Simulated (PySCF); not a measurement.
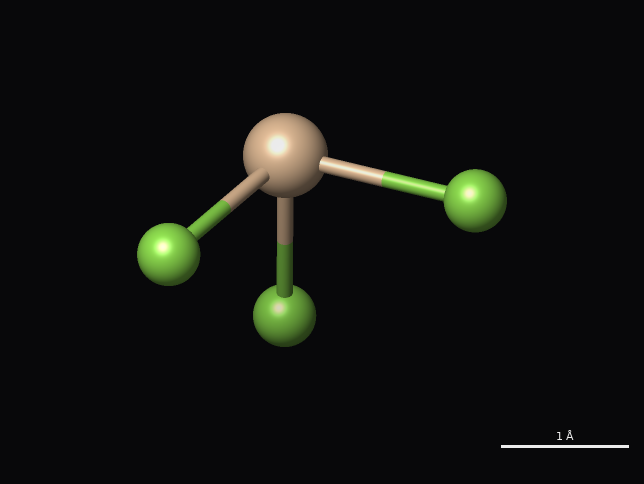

Ball-and-stick drawing of a structure. Every bond is drawn as one stick, whatever its order. Colours: silicon light orange, fluorine green.

The species has charge −1 and is a spin singlet. The geometry was computed by an optimisation with PBE0-D3(BJ)/def2-SVP. No frequency run is at hand to confirm it as a minimum.

Description:

Formula SiF₃⁻. Its SMILES string is `F[Si-](F)F`. The point group is C3v. Coordination: 1 Si trigonal pyramidal.

The parts below concern this one geometry. Atoms keep their numbers from picture to picture.

### Geometry

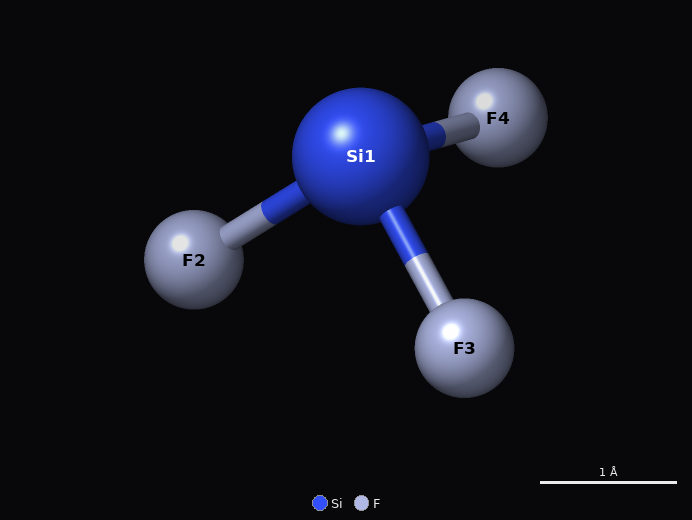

The atoms are numbered. No frequency run is at hand to confirm it as a minimum.

What are the angles F2–Si1–F3?

| angle | degrees |
| --- | --- |
| F2–Si1–F3 | 96.3 |

### NMR shielding

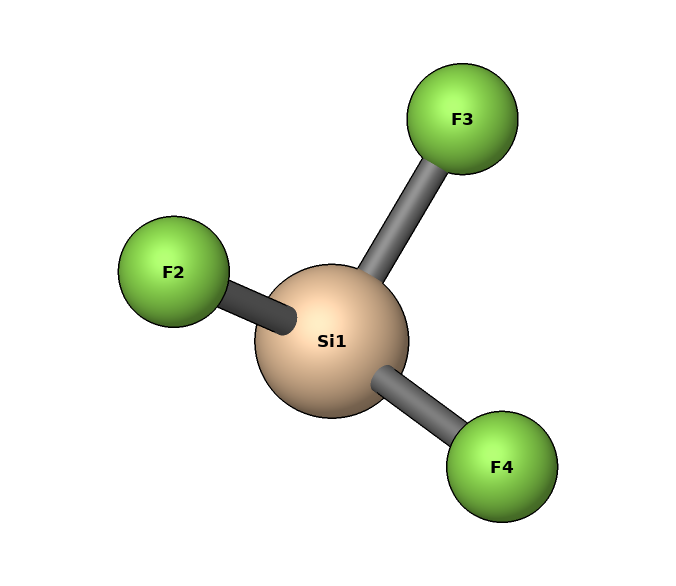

No frequency run is at hand to confirm it as a minimum. Level of theory: GIAO PBE0/pcSseg-1 NMR shielding, non-relativistic, gas phase (PySCF 2.14.0). Principal shieldings σ11 ≤ σ22 ≤ σ33, span Ω = σ33 − σ11, skew κ = 3(σiso − σ22)/Ω.

Give the shielding tensors of the F atoms.

| atom | σ11 | σ22 | σ33 | σiso | Ω | κ |
| --- | --- | --- | --- | --- | --- | --- |
| F2, F3, F4 | 115.3 | 230.9 | 398.6 | 248.3 | 283.3 | 0.18 |

Shieldings and span in ppm.

### Electronic properties

No frequency run is at hand to confirm it as a minimum. Method: PBE0/def2-SVPD, gas phase (PySCF 2.14.0).

Estimate the mean static polarisability.

Answer. 44.1 bohr³.

Estimate the HOMO energy (Kohn–Sham orbital).

Answer. −0.98 eV.

### Charges

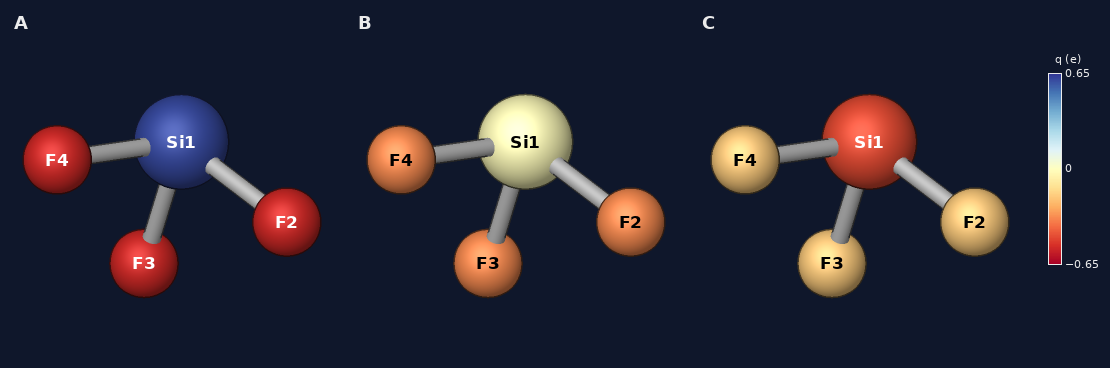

Atomic charges of one calculation by 3 schemes, on one colour scale. No frequency run is at hand to confirm it as a minimum. Computed with PBE0/pcSseg-1 (PySCF 2.14.0).

The schemes are ESP-fitted, Hirshfeld, Mulliken. Which panel shows which?

Answer. A Mulliken, B Hirshfeld, C ESP-fitted.

List the charges (e), one line for each set of equivalent atoms.

```
      atom  Mulliken  Hirshfeld  ESP-fitted
       Si1      0.61      −0.01       −0.46
F2, F3, F4     −0.54      −0.33       −0.18
```

Mulliken values depend strongly on the basis set and can even reverse the polarity of a bond.
